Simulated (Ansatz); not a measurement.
## Run report: WHCl4F, molecular dynamics (part 2 of 2)

WHCl4F; RHF/def2-SVP (Ansatz 0.2.0). One setting was made poor on purpose. It belongs to a series of runs on one base structure; here: dynamics from the start.

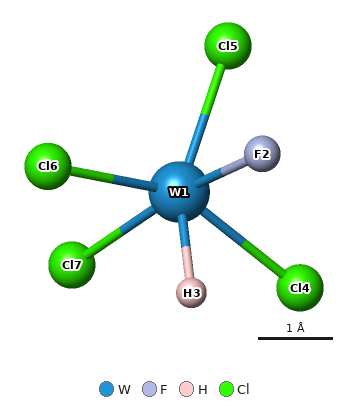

Figure 1. The geometry at step 28 of the log (ball-and-stick view, seen at a tilt; atoms are numbered from 1 in the order of the input).

Trajectory as extended XYZ, continued
```
7
Properties=species:S:1:pos:R:3:forces:R:3 step=16 time_fs=48.0 energy=-54527.04605 temperature=218.0
W    -0.1610   -0.0012   -0.1599   -0.6407  -0.9223   1.7092
F    -0.0803   -0.1852    1.7490    0.0763   0.1036  -1.0931
H     1.4210   -0.0040    0.2643    0.2163  -0.2271   0.0868
Cl    0.5052    2.1680   -0.1194   -0.1410   0.3666   0.1910
Cl   -2.4594    0.2185    0.4004    0.8359   0.0063  -0.4449
Cl    0.3106   -2.2821   -0.2902   -0.1681   0.8122   0.0661
Cl    0.0495    0.0784   -2.3968   -0.1787  -0.1394  -0.5150
7
Properties=species:S:1:pos:R:3:forces:R:3 step=17 time_fs=51.0 energy=-54527.04156 temperature=212.2
W    -0.1603   -0.0005   -0.1618   -0.8012  -1.1724   1.5958
F    -0.0736   -0.1872    1.7438    0.1065   0.0863  -1.0415
H     1.4179   -0.0353    0.2390    0.4202  -0.1745   0.1904
Cl    0.5126    2.1525   -0.1167   -0.0400   0.5785   0.2122
Cl   -2.4501    0.2336    0.4006    0.7026  -0.0105  -0.4106
Cl    0.3062   -2.2880   -0.3014   -0.2068   0.8276   0.0866
Cl    0.0537    0.0789   -2.3938   -0.1813  -0.1348  -0.6330
7
Properties=species:S:1:pos:R:3:forces:R:3 step=18 time_fs=54.0 energy=-54527.05004 temperature=192.3
W    -0.1603   -0.0010   -0.1629    0.0383  -1.3689   1.7002
F    -0.0674   -0.1882    1.7350    0.0482   0.0534  -0.8347
H     1.4532   -0.0693    0.2461   -0.2682  -0.0864  -0.0584
Cl    0.5201    2.1384   -0.1135    0.0360   0.7733   0.2178
Cl   -2.4396    0.2479    0.3978    0.5866  -0.0343  -0.3944
Cl    0.3011   -2.2916   -0.3121   -0.2568   0.7872   0.0983
Cl    0.0585    0.0787   -2.3917   -0.1842  -0.1243  -0.7288
7
Properties=species:S:1:pos:R:3:forces:R:3 step=19 time_fs=57.0 energy=-54527.05583 temperature=201.6
W    -0.1598   -0.0029   -0.1630    0.3736  -1.4525   1.4581
F    -0.0632   -0.1881    1.7217   -0.0004  -0.0015  -0.4529
H     1.4627   -0.0968    0.2554   -0.4521  -0.0124  -0.1793
Cl    0.5272    2.1269   -0.1096    0.1075   0.9209   0.2176
Cl   -2.4283    0.2607    0.3924    0.4276  -0.0427  -0.3578
Cl    0.2948   -2.2920   -0.3227   -0.2764   0.6988   0.1102
Cl    0.0644    0.0796   -2.3912   -0.1799  -0.1105  -0.7959
7
Properties=species:S:1:pos:R:3:forces:R:3 step=20 time_fs=60.0 energy=-54527.07108 temperature=203.6
W    -0.1586   -0.0058   -0.1627   -0.0105  -1.4181   0.7885
F    -0.0590   -0.1862    1.7059    0.0062  -0.0676   0.0219
H     1.4364   -0.1265    0.2458    0.0577   0.0438  -0.0544
Cl    0.5342    2.1182   -0.1054    0.1901   0.9875   0.2168
Cl   -2.4165    0.2734    0.3861    0.2113  -0.0413  -0.2926
Cl    0.2875   -2.2914   -0.3328   -0.2811   0.5890   0.1220
Cl    0.0697    0.0808   -2.3936   -0.1738  -0.0932  -0.8023
7
Properties=species:S:1:pos:R:3:forces:R:3 step=21 time_fs=63.0 energy=-54527.06292 temperature=239.9
W    -0.1573   -0.0093   -0.1623   -0.5225  -1.3105   0.0042
F    -0.0537   -0.1843    1.6908    0.0567  -0.1261   0.4596
H     1.4112   -0.1558    0.2201    0.6926   0.0745   0.1527
Cl    0.5421    2.1113   -0.1022    0.2600   1.0064   0.2143
Cl   -2.4048    0.2863    0.3781   -0.0283  -0.0323  -0.2180
Cl    0.2772   -2.2903   -0.3414   -0.2842   0.4636   0.1301
Cl    0.0754    0.0808   -2.3983   -0.1742  -0.0755  -0.7429
7
Properties=species:S:1:pos:R:3:forces:R:3 step=22 time_fs=66.0 energy=-54527.07536 temperature=216.9
W    -0.1568   -0.0139   -0.1617    0.0042  -1.1939  -0.4096
F    -0.0470   -0.1837    1.6792    0.0961  -0.1680   0.7583
H     1.4355   -0.1802    0.1947    0.3562   0.1539   0.0991
Cl    0.5507    2.1072   -0.0984    0.2596   0.9678   0.1967
Cl   -2.3941    0.2976    0.3689   -0.2265  -0.0158  -0.1757
Cl    0.2639   -2.2880   -0.3477   -0.2980   0.3119   0.1299
Cl    0.0809    0.0795   -2.4052   -0.1916  -0.0559  -0.5987
7
Properties=species:S:1:pos:R:3:forces:R:3 step=23 time_fs=69.0 energy=-54527.07712 temperature=208.0
W    -0.1567   -0.0192   -0.1616    1.0649  -1.0723  -0.5419
F    -0.0389   -0.1843    1.6711    0.0879  -0.2012   0.9312
H     1.4883   -0.1927    0.1817   -0.4878   0.2387  -0.1010
Cl    0.5580    2.1061   -0.0917    0.2039   0.8865   0.1579
Cl   -2.3845    0.3073    0.3600   -0.3516   0.0039  -0.1587
Cl    0.2502   -2.2856   -0.3526   -0.3044   0.1772   0.1280
Cl    0.0846    0.0780   -2.4137   -0.2128  -0.0327  -0.4154
7
Properties=species:S:1:pos:R:3:forces:R:3 step=24 time_fs=72.0 energy=-54527.08250 temperature=177.9
W    -0.1559   -0.0247   -0.1619    1.3364  -0.8569  -0.8299
F    -0.0313   -0.1850    1.6661    0.0994  -0.2387   1.0092
H     1.5048   -0.1754    0.1641   -0.6319   0.1665  -0.1025
Cl    0.5633    2.1067   -0.0839    0.1350   0.8119   0.1120
Cl   -2.3771    0.3162    0.3511   -0.4511   0.0386  -0.1256
Cl    0.2378   -2.2839   -0.3570   -0.2603   0.0950   0.1369
Cl    0.0870    0.0775   -2.4246   -0.2275  -0.0164  -0.2001
7
Properties=species:S:1:pos:R:3:forces:R:3 step=25 time_fs=75.0 energy=-54527.10381 temperature=190.6
W    -0.1543   -0.0302   -0.1617    0.6361  -0.5847  -1.2849
F    -0.0235   -0.1864    1.6654    0.1347  -0.2737   0.9731
H     1.4696   -0.1295    0.1406    0.1194  -0.0392   0.1198
Cl    0.5672    2.1085   -0.0777    0.0623   0.7641   0.0693
Cl   -2.3707    0.3242    0.3425   -0.5587   0.1010  -0.0580
Cl    0.2259   -2.2823   -0.3602   -0.1619   0.0445   0.1531
Cl    0.0883    0.0776   -2.4368   -0.2318  -0.0121   0.0275
7
Properties=species:S:1:pos:R:3:forces:R:3 step=26 time_fs=78.0 energy=-54527.09427 temperature=179.0
W    -0.1522   -0.0359   -0.1618    0.1236  -0.3754  -1.4850
F    -0.0160   -0.1898    1.6689    0.1358  -0.2924   0.7927
H     1.4476   -0.0785    0.1296    0.6631  -0.2191   0.2646
Cl    0.5714    2.1106   -0.0732   -0.0331   0.7387   0.0294
Cl   -2.3652    0.3319    0.3349   -0.5926   0.1642  -0.0092
Cl    0.2135   -2.2817   -0.3632   -0.0633   0.0024   0.1625
Cl    0.0884    0.0784   -2.4489   -0.2335  -0.0184   0.2450
7
Properties=species:S:1:pos:R:3:forces:R:3 step=27 time_fs=81.0 energy=-54527.10418 temperature=192.0
W    -0.1501   -0.0424   -0.1627    0.7908  -0.1691  -1.1618
F    -0.0101   -0.1948    1.6763    0.0931  -0.2859   0.4494
H     1.4818   -0.0459    0.1292    0.0271  -0.3384   0.1307
Cl    0.5768    2.1126   -0.0685   -0.1478   0.6805  -0.0076
Cl   -2.3616    0.3404    0.3292   -0.5002   0.1796  -0.0236
Cl    0.2012   -2.2829   -0.3677   -0.0173  -0.0420   0.1640
Cl    0.0880    0.0794   -2.4597   -0.2458  -0.0246   0.4488
7
Properties=species:S:1:pos:R:3:forces:R:3 step=28 time_fs=84.0 energy=-54527.10376 temperature=190.4
W    -0.1476   -0.0491   -0.1642    1.1446   0.0603  -0.8443
F    -0.0034   -0.2005    1.6853    0.0562  -0.2667   0.0583
H     1.5053   -0.0442    0.1234   -0.3342  -0.3566   0.0704
Cl    0.5820    2.1161   -0.0616   -0.2139   0.5120  -0.0421
Cl   -2.3585    0.3496    0.3254   -0.4014   0.1692  -0.0333
Cl    0.1897   -2.2843   -0.3731    0.0007  -0.1045   0.1670
Cl    0.0869    0.0778   -2.4693   -0.2520  -0.0138   0.6240
7
Properties=species:S:1:pos:R:3:forces:R:3 step=29 time_fs=87.0 energy=-54527.11621 temperature=205.4
W    -0.1442   -0.0554   -0.1664    0.8118   0.2621  -0.7009
F     0.0039   -0.2082    1.6939    0.0223  -0.2298  -0.2963
H     1.4946   -0.0862    0.1146   -0.0619  -0.2056   0.1477
Cl    0.5862    2.1211   -0.0536   -0.1971   0.2118  -0.0695
Cl   -2.3563    0.3589    0.3228   -0.3194   0.1358  -0.0179
Cl    0.1795   -2.2855   -0.3779   -0.0093  -0.1829   0.1608
Cl    0.0854    0.0738   -2.4787   -0.2464   0.0086   0.7761
7
Properties=species:S:1:pos:R:3:forces:R:3 step=30 time_fs=90.0 energy=-54527.11583 temperature=189.1
W    -0.1410   -0.0612   -0.1689    0.5080   0.4609  -0.5740
F     0.0118   -0.2181    1.7000   -0.0318  -0.1798  -0.5669
H     1.4847   -0.1540    0.1108    0.1693   0.0109   0.1961
Cl    0.5902    2.1265   -0.0461   -0.1500  -0.1324  -0.0913
Cl   -2.3561    0.3687    0.3219   -0.2046   0.0702  -0.0077
Cl    0.1709   -2.2875   -0.3825   -0.0547  -0.2597   0.1413
Cl    0.0827    0.0703   -2.4871   -0.2362   0.0298   0.9024
7
Properties=species:S:1:pos:R:3:forces:R:3 step=31 time_fs=93.0 energy=-54527.10385 temperature=214.5
W    -0.1386   -0.0675   -0.1717    0.7669   0.6449  -0.3116
F     0.0202   -0.2299    1.7020   -0.1214  -0.1359  -0.7127
H     1.5004   -0.2162    0.1200   -0.1596   0.2150   0.0760
Cl    0.5942    2.1318   -0.0392   -0.1328  -0.4212  -0.1161
Cl   -2.3582    0.3799    0.3229   -0.0203  -0.0114  -0.0300
Cl    0.1620   -2.2903   -0.3877   -0.1096  -0.3400   0.1170
Cl    0.0782    0.0670   -2.4927   -0.2231   0.0486   0.9774
7
Properties=species:S:1:pos:R:3:forces:R:3 step=32 time_fs=96.0 energy=-54527.08905 temperature=213.3
W    -0.1357   -0.0744   -0.1751    0.8042   0.8491  -0.0788
F     0.0260   -0.2443    1.6992   -0.2137  -0.1052  -0.7085
H     1.5063   -0.2577    0.1403   -0.3332   0.3505  -0.0584
Cl    0.5972    2.1355   -0.0336   -0.1250  -0.6274  -0.1371
Cl   -2.3623    0.3915    0.3249    0.1930  -0.0844  -0.0633
Cl    0.1522   -2.2926   -0.3927   -0.1295  -0.4490   0.0920
Cl    0.0723    0.0636   -2.4935   -0.1957   0.0664   0.9541
7
Properties=species:S:1:pos:R:3:forces:R:3 step=33 time_fs=99.0 energy=-54527.08808 temperature=239.5
W    -0.1325   -0.0815   -0.1796    0.2677   1.0828   0.0206
F     0.0293   -0.2606    1.6938   -0.2708  -0.0921  -0.6458
H     1.4850   -0.2670    0.1559    0.0038   0.3472  -0.0722
Cl    0.5997    2.1368   -0.0291   -0.1215  -0.7484  -0.1535
Cl   -2.3668    0.4027    0.3276    0.3795  -0.1313  -0.0895
Cl    0.1421   -2.2957   -0.3984   -0.0995  -0.5394   0.0779
Cl    0.0648    0.0603   -2.4918   -0.1591   0.0812   0.8625
7
Properties=species:S:1:pos:R:3:forces:R:3 step=34 time_fs=102.0 energy=-54527.08969 temperature=261.6
W    -0.1293   -0.0889   -0.1849   -0.2655   1.2751   0.0781
F     0.0322   -0.2774    1.6847   -0.3015  -0.1028  -0.5258
H     1.4684   -0.2506    0.1651    0.3322   0.2692  -0.0766
Cl    0.6015    2.1357   -0.0253   -0.1349  -0.7880  -0.1676
Cl   -2.3699    0.4138    0.3301    0.5365  -0.1551  -0.1232
Cl    0.1319   -2.3010   -0.4050   -0.0424  -0.5861   0.0734
Cl    0.0565    0.0582   -2.4894   -0.1243   0.0876   0.7417
7
Properties=species:S:1:pos:R:3:forces:R:3 step=35 time_fs=105.0 energy=-54527.10023 temperature=292.8
W    -0.1258   -0.0967   -0.1898   -0.3936   1.3989   0.1789
F     0.0348   -0.2947    1.6711   -0.3006  -0.1343  -0.3224
H     1.4767   -0.2192    0.1665    0.2596   0.1772  -0.1669
Cl    0.6026    2.1321   -0.0222   -0.1666  -0.7431  -0.1732
Cl   -2.3720    0.4244    0.3323    0.6773  -0.1640  -0.1785
Cl    0.1222   -2.3077   -0.4107    0.0198  -0.6160   0.0657
Cl    0.0469    0.0581   -2.4853   -0.0959   0.0813   0.5964
7
Properties=species:S:1:pos:R:3:forces:R:3 step=36 time_fs=108.0 energy=-54527.11330 temperature=344.7
W    -0.1225   -0.1040   -0.1951   -0.0673   1.4337   0.3809
F     0.0368   -0.3137    1.6550   -0.2274  -0.1708  -0.1521
H     1.5147   -0.1738    0.1449   -0.2656   0.0444  -0.2907
Cl    0.6027    2.1262   -0.0193   -0.2215  -0.6100  -0.1624
Cl   -2.3730    0.4351    0.3346    0.7931  -0.1579  -0.2584
Cl    0.1136   -2.3168   -0.4163    0.0722  -0.6007   0.0542
Cl    0.0369    0.0609   -2.4792   -0.0835   0.0612   0.4285
7
Properties=species:S:1:pos:R:3:forces:R:3 step=37 time_fs=111.0 energy=-54527.11832 temperature=352.7
W    -0.1200   -0.1107   -0.2009    0.0194   1.4085   0.4526
F     0.0374   -0.3352    1.6380   -0.0746  -0.1948  -0.0256
H     1.5427   -0.1238    0.0931   -0.5379  -0.1237  -0.2495
Cl    0.6023    2.1207   -0.0170   -0.2782  -0.4570  -0.1279
Cl   -2.3716    0.4461    0.3361    0.8418  -0.1275  -0.3281
Cl    0.1059   -2.3284   -0.4222    0.1140  -0.5371   0.0378
Cl    0.0282    0.0659   -2.4722   -0.0843   0.0317   0.2408
7
Properties=species:S:1:pos:R:3:forces:R:3 step=38 time_fs=114.0 energy=-54527.13050 temperature=367.7
W    -0.1174   -0.1167   -0.2069   -0.5465   1.2827   0.3211
F     0.0388   -0.3587    1.6213    0.1068  -0.1998   0.0940
H     1.5316   -0.0898    0.0236   -0.1318  -0.2124  -0.0406
Cl    0.6014    2.1165   -0.0156   -0.2987  -0.3562  -0.0745
Cl   -2.3670    0.4562    0.3370    0.8139  -0.0727  -0.3619
Cl    0.0981   -2.3418   -0.4282    0.1446  -0.4371   0.0122
Cl    0.0196    0.0726   -2.4660   -0.0883  -0.0044   0.0496
7
Properties=species:S:1:pos:R:3:forces:R:3 step=39 time_fs=117.0 energy=-54527.12793 temperature=357.5
W    -0.1150   -0.1220   -0.2132   -1.1858   1.0466   0.2157
F     0.0420   -0.3829    1.6064    0.2525  -0.1855   0.1780
H     1.5154   -0.0800   -0.0416    0.3888  -0.2045   0.1395
Cl    0.5984    2.1116   -0.0148   -0.2756  -0.3012  -0.0159
Cl   -2.3608    0.4653    0.3375    0.7637  -0.0275  -0.3788
Cl    0.0898   -2.3577   -0.4339    0.1533  -0.2791  -0.0207
Cl    0.0109    0.0806   -2.4616   -0.0968  -0.0489  -0.1178
7
Properties=species:S:1:pos:R:3:forces:R:3 step=40 time_fs=120.0 energy=-54527.13149 temperature=408.0
W    -0.1133   -0.1265   -0.2202   -0.9764   0.8053   0.2968
F     0.0465   -0.4079    1.5926    0.3239  -0.1550   0.2153
H     1.5356   -0.0820   -0.0908    0.1238  -0.2091   0.1632
Cl    0.5933    2.1048   -0.0139   -0.2446  -0.2468   0.0321
Cl   -2.3538    0.4744    0.3382    0.7488  -0.0239  -0.4052
Cl    0.0811   -2.3755   -0.4388    0.1378  -0.0751  -0.0599
Cl    0.0006    0.0876   -2.4602   -0.1134  -0.0954  -0.2424
```

This output came from the following input.

The input
```yaml
crystal:
  periodic: [false, false, false]
  atoms:
    - { symbol: W, position_ang: [-0.160855, 0.0, -0.12516] }
    - { symbol: F, position_ang: [-0.164087, 0.0, 1.745673] }
    - { symbol: H, position_ang: [1.443277, 0.0, 0.318403] }
    - { symbol: Cl, position_ang: [0.367564, 2.221854, -0.142977] }
    - { symbol: Cl, position_ang: [-2.465172, 0.0, 0.206856] }
    - { symbol: Cl, position_ang: [0.367564, -2.221854, -0.142977] }
    - { symbol: Cl, position_ang: [-0.058291, 0.0, -2.399818] }
basis:
  gaussian: { orbitals: def2-SVP }
hamiltonian:
  xc: hf
md:
  timestep: 3.0
  n_steps: 40
  ensemble: nvt_langevin
  temperature: 300.0
  initial_velocities: maxwell_boltzmann
  seed: 980294
  friction: 0.005
```

Run as:
```bash
ansatz run input.yaml --threads 4 --pin off --max-ram 5120MiB --backend cpu --events-out ev --progress --plain --runs-dir out
```

Key numbers

- outcome: finished
- mean temperature over the second half: 250 K
- trajectory: 40 steps, 120 fs
- ensemble: nvt_langevin
- temperature in the input: 300.0 K
- time step: 3.0 fs
- potential energy (last step): −54527.1315 eV
- mean-field energy (last step): −54527.1315 eV
- largest force (length of the vector) (last step): 1.300 eV/Å
- hardware: 4 threads of Arm Neoverse V2, 24 GiB of memory available, shared host
- wall time: 46 s (CPU time 2.8 min)
- peak memory: 0.32 GiB

Notes

A deliberately poor setting: time step. So short a trajectory is not equilibrated. The logged temperature at the start can lie below the typed one, since it is counted over all degrees of freedom.
